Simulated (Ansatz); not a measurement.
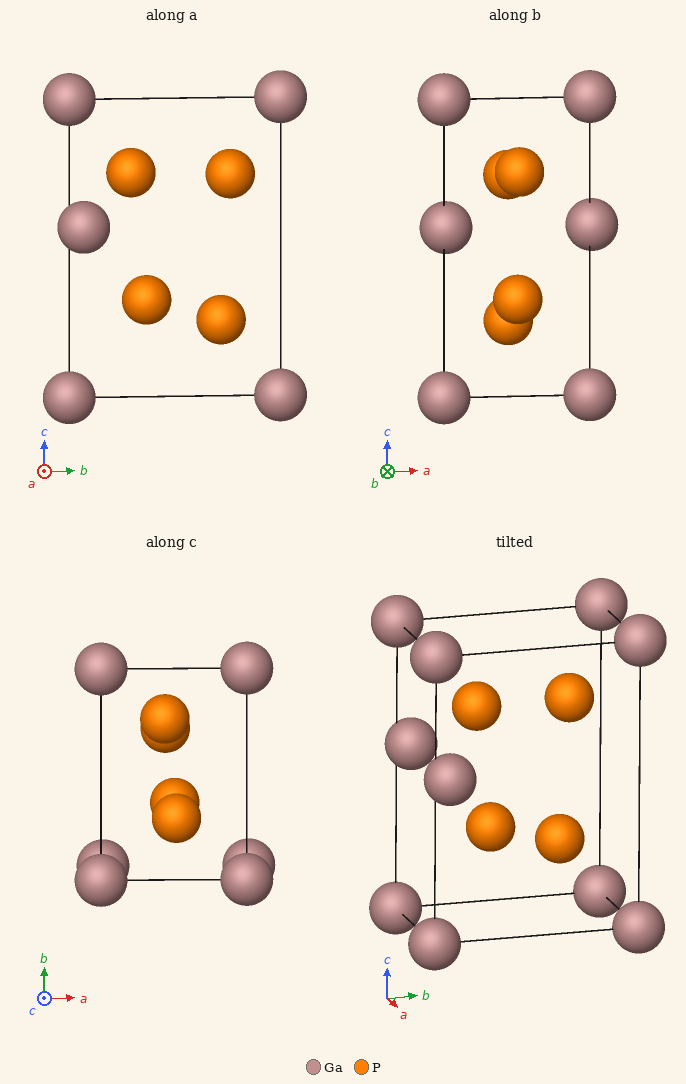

Shown here is a spheres-only view of the crystal, taken along the a axis, along the b axis, along the c axis and slightly off an axis. Thin lines show the unit cell, with boundary atoms drawn in all their periodic places.

Lattice parameters: a = 3.362 Å, b = 4.872 Å, c = 6.875 Å, α = 89.23°, β = 88.78°, γ = 89.62°. Put a along x and b in the xy plane.

Q: Set out the cell and atoms as a POSCAR file, with free fractional coordinates to two decimals.

A:
```
Ga P
1.0
     3.362    0.000    0.000
     0.033    4.872    0.000
     0.146    0.091    6.873
Ga P
2 4
Direct
  0.00 0.00 0.00
  0.01 0.07 0.57
  0.44 0.76 0.74
  0.44 0.72 0.25
  0.52 0.29 0.75
  0.51 0.37 0.32
```

Provenance: a structure type filled with these elements by a generator (whether the compound takes this form wasn't checked). Earlier steps of the study, as a rule a relaxation of our own, may have changed the cell and positions, so they can lie some per cent off the listed ones. It was set up as input for a calculation with Ansatz.
